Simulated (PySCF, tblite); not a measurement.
**C₄H₉BFNO₂: geometry, infrared bands and NMR shifts**

Wanted: the infrared bands and NMR shifts of C₄H₉BFNO₂ (`CNB1OCC(F)CO1`), by calculation.

Computed with tblite 0.8.0 and PySCF 2.14.0, with density-fitted response routines of our own, on a single molecule in the gas phase. Atoms count from 0, in the outputs and in this text.

### 1 The molecule as given

18 atoms, charge 0, multiplicity 1; geometry from: force field or distance geometry start.

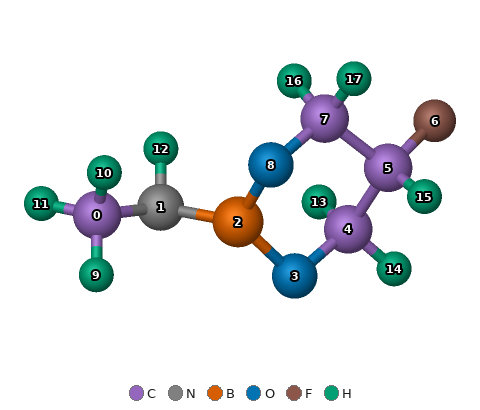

As it starts; carbon purple, nitrogen grey, boron orange, oxygen blue, fluorine brown, hydrogen teal, atoms numbered; sticks join atoms by distance.

### 2 Optimising the geometry with GFN2-xTB

What the job is given:

```
{"job": {"kind": "relax", "xc": "GFN2-xTB", "basis": "xTB"}, "charge": 0, "multiplicity": 1}
C      2.962000    -0.270200    -0.029700
N      1.640500    -0.629200    -0.579000
B      0.634400     0.456800    -0.246000
O     -0.246400     0.990900    -1.324500
C     -1.486500     0.300900    -1.219200
C     -2.123800     0.432300     0.175900
F     -3.264900    -0.334700     0.248000
C     -1.093200    -0.032200     1.247200
O      0.144200     0.639500     1.132200
H      3.315500     0.673200    -0.490000
H      2.911500    -0.154500     1.076600
H      3.679900    -1.072200    -0.266100
H      1.325200    -1.504300    -0.075500
H     -1.362300    -0.772300    -1.506600
H     -2.185300     0.756700    -1.965800
H     -2.386700     1.497200     0.378300
H     -0.949500    -1.137400     1.184000
H     -1.523200     0.165900     2.248500
```

The run is started by

```bash
> OMP_NUM_THREADS=1 python probes_run.py task.json out
```

One launch serves the whole session: the jobs run in the order shown.

**Question.** This job is followed by: GFN2-xTB harmonic vibrations, gas phase; GIAO PBE0/pcSseg-1 NMR shielding, non-relativistic, gas phase. Predict these results of the whole session: strongest single infrared mode (GFN2-xTB); zero-point energy (GFN2-xTB); 13C shifts against TMS (PBE0/pcSseg-1, means over atoms taken as alike); 1H shifts against TMS (PBE0/pcSseg-1, means over atoms taken as alike); 15N shifts against NH3 (PBE0/pcSseg-1); 11B shifts against BF3·OEt2 (PBE0/pcSseg-1); 17O shifts against H2O (PBE0/pcSseg-1, means over atoms taken as alike); 19F shifts against CFCl3 (PBE0/pcSseg-1).

The runs gave:

```
                                                               quantity                             value
                              strongest single infrared mode (GFN2-xTB)             1461 cm⁻¹, 346 km/mol
                                           zero-point energy (GFN2-xTB)                     88.3 kcal/mol
13C shifts against TMS (PBE0/pcSseg-1, means over atoms taken as alike)              88.4, 68.7, 29.9 ppm
 1H shifts against TMS (PBE0/pcSseg-1, means over atoms taken as alike)  4.77, 4.48, 4.08, 2.80, 1.68 ppm
                                 15N shifts against NH3 (PBE0/pcSseg-1)                          58.7 ppm
                            11B shifts against BF3·OEt2 (PBE0/pcSseg-1)                          16.6 ppm
17O shifts against H2O (PBE0/pcSseg-1, means over atoms taken as alike)                          66.6 ppm
                               19F shifts against CFCl3 (PBE0/pcSseg-1)                        -240.2 ppm
```

**Reading.** Relaxing lowered the energy by 2.289 eV in 104 steps; the close pair that moved most is N1–B2, from 1.517 to 1.399 Å. All 48 modes are real, so the xTB geometry is a minimum. The strongest single mode, at 1461 cm⁻¹, is carried by N1, B2, H9, H11. Unscaled tight-binding wavenumbers are off by several per cent, some by more. Its intensities can rank the bands wrongly. H15 (hydrogen on an sp3 CH bonded to F) lies farthest downfield among hydrogen, at 4.77 ppm; its carbon carries F, hence the downfield position. At PBE0/pcSseg-1: The largest span, 148 ppm, is at O3, O8, where the paramagnetic term is -127 ppm.
